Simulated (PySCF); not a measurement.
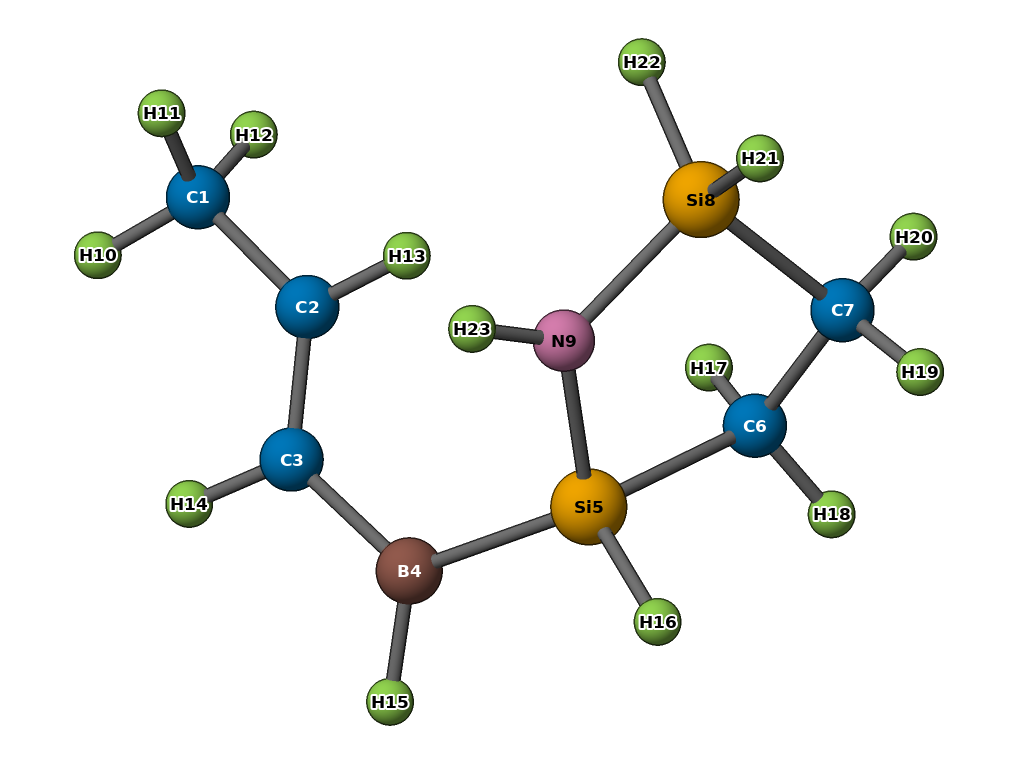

The questions are on IAO charges. The computed structure is the end point of a GFN2-xTB optimisation. No frequency run is at hand to confirm it as a minimum. Properties computed with PBE0/pcSseg-1, gas phase (PySCF 2.14.0).

Give the IAO charges atom by atom.

```
atom  value (e)
  C1      −0.43
  C2      −0.03
  C3      −0.28
  B4      −0.17
 Si5       0.86
  C6      −0.51
  C7      −0.54
 Si8       0.88
  N9      −0.94
 H10       0.15
 H11       0.16
 H12       0.16
 H13       0.15
 H14       0.14
 H15       0.02
 H16      −0.15
 H17       0.14
 H18       0.14
 H19       0.15
 H20       0.14
 H21      −0.15
 H22      −0.17
 H23       0.26
```

The geometry is semi-empirical. Around B, Si such bond lengths and angles can be off by a tenth of an ångström or more and by several degrees, and values that hang on the shape move with them.
